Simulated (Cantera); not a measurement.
Input: 1 mol BN, 0.01 mol N₂, held at 2427 °C.

Equilibrium computed with Cantera from the NASA thermochemical tables; the gas is ideal and each condensed phase is pure. Candidate condensed phases: B, BN; 5 gas species. The numbers say what is thermodynamically allowed, not how fast it happens.

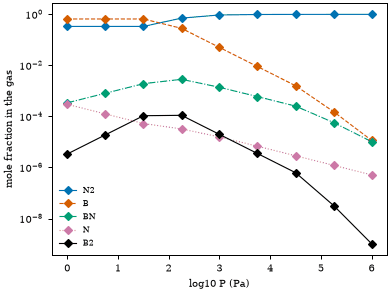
*Equilibrium gas composition (values under 1e-9 drawn at 1e-9)*

Problem. Read off the mole fractions at 32.0 Pa.

Solution. B about 0.66, N₂ about 0.34, BN about 0.0019, B₂ about 0.00011, N about 5.3e-5.
